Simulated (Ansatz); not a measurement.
C₃₅H₂₇F₃OS₄ (SMILES COc1ccc(-c2cc(C)c(-c3cc(C)c(-c4cc(C)c(-c5cc(C)c(-c6ccc(C(F)=C(F)F)cc6)s5)s4)s3)s2)cc1), 70 atoms.

Geometry: PBE-D4/def2-SVP; not at a stationary point (largest force 0.8 eV/Å).

Method: Ansatz, RKS PBE0-D4/def2-SVP.

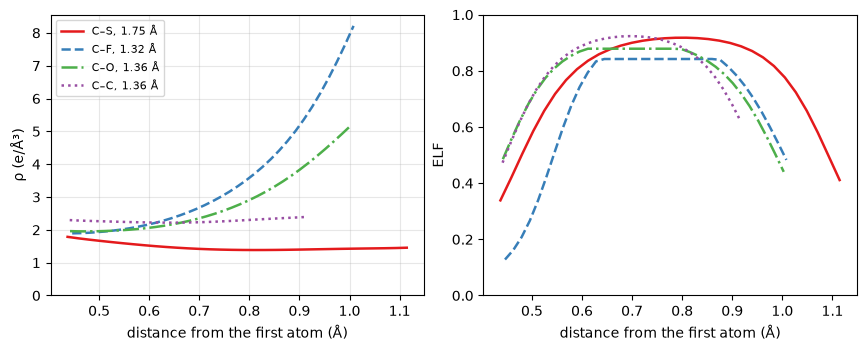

C₃₅H₂₇F₃OS₄ (SMILES COc1ccc(-c2cc(C)c(-c3cc(C)c(-c4cc(C)c(-c5cc(C)c(-c6ccc(C(F)=C(F)F)cc6)s5)s4)s3)s2)cc1). Total electron density and electron localisation function along straight lines between neighbouring atoms. The curves leave out the atomic cores.

Q: What kind of bonding do the profiles show?

A: C–S (1.75 Å): the density is about 1.4 e/Å³ at the midpoint; the ELF peaks at about 0.90 between the atoms, as expected for a shared electron pair.
C–F (1.32 Å): ρ is about 2.4 e/Å³ halfway; the ELF peaks at about 0.85 between the atoms; a shared but strongly polarised pair.
C–O (1.36 Å): ρ at the midpoint is about 2.3 e/Å³, with its minimum of 2 e/Å³ about 0.5 Å from C; the ELF peaks at about 0.90 between the atoms; a polar covalent bond.
C–C (1.36 Å): ρ is about 2.2 e/Å³ halfway; the ELF peaks at about 0.90 between the atoms (localised, covalent bonding).
